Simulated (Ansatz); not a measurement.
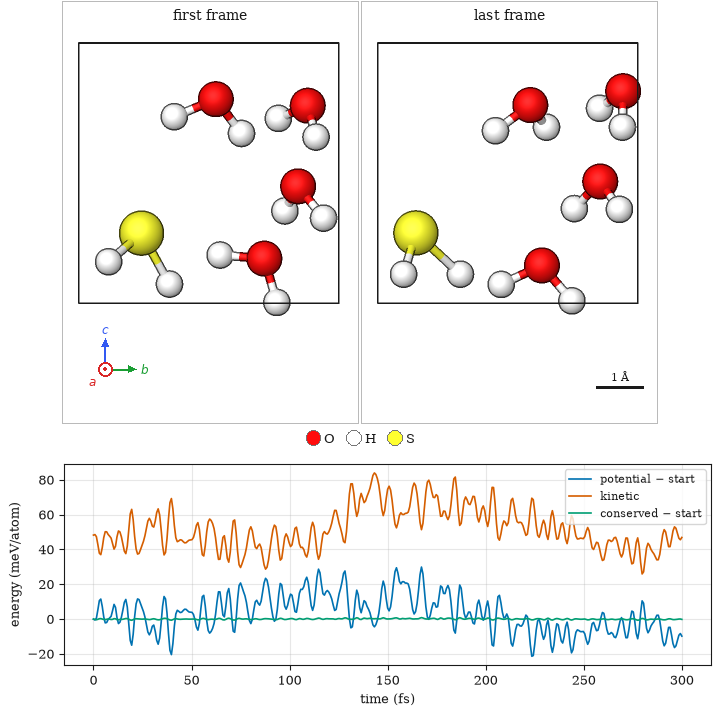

First-principles dynamics of a periodic cell with 4 H2O + 1 SH2 at 0.979 g/cm³, 300 fs long. It starts from the last geometry of an earlier run, with fresh velocities. A ball-and-stick model of the simulation cell, seen along the a axis.

Computed with DFT PBE-D3(BJ), scalar-relativistic, plane waves, PAW (Ansatz). Run with plane-wave cutoff 420 eV; k-point mesh 1 × 1 × 1; Fermi-Dirac smearing 0.02 eV; low-accuracy preset; Nosé-Hoover thermostat (NVT); set temperature 400 K; time step 0.75 fs; thermostat time 50.0 fs.

Q: Is this trajectory numerically sound?

A: The conserved quantity stays between −0.68 and 0.84 meV per atom of its start. A straight-line fit has a slope that amounts to −0.039 meV per atom over 300 fs (under 0.1 % of the mean kinetic energy), and the ripple about it is 2.4 % of the kinetic energy's fluctuation. With a drift under 2 % and a ripple under 7 %, the integration is accurate. The mean temperature in the second half is 449 K (standard deviation 100 K). The potential energy is still drifting at the end, so the run hasn't reached equilibrium. The potential energy in the second half lies on average 0.1 meV per atom below the first frame.

Limits of the set-up: the program's low-accuracy preset was used; the periodic images lie only 5.6 Å apart, so the values are limited by the cell's size.
